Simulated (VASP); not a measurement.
Band structure of CuI (space group P-3m1). These are r2SCAN meta-GGA, VASP's PBE PAW potentials (set 64) (plane waves; VASP) values and carry that method's errors.

Unless said otherwise, spin-orbit coupling is left out, though it shifts the bands of the heavy elements here.

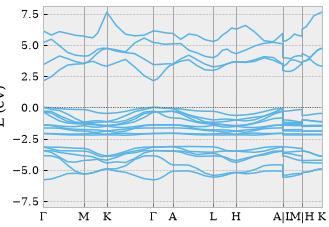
Figure. Bands along high-symmetry lines, zero at the valence-band maximum or, without a gap, the Fermi level

**Question.** Read the plot: is there a gap, and where are the band edges?

**Answer.** The gap is direct, 2.13 eV, from the valence maximum at Γ to the conduction minimum at Γ.

The structure comes from a computed database's CuI entry (P-3m1); how it stands against other phases isn't given here. It was relaxed first.
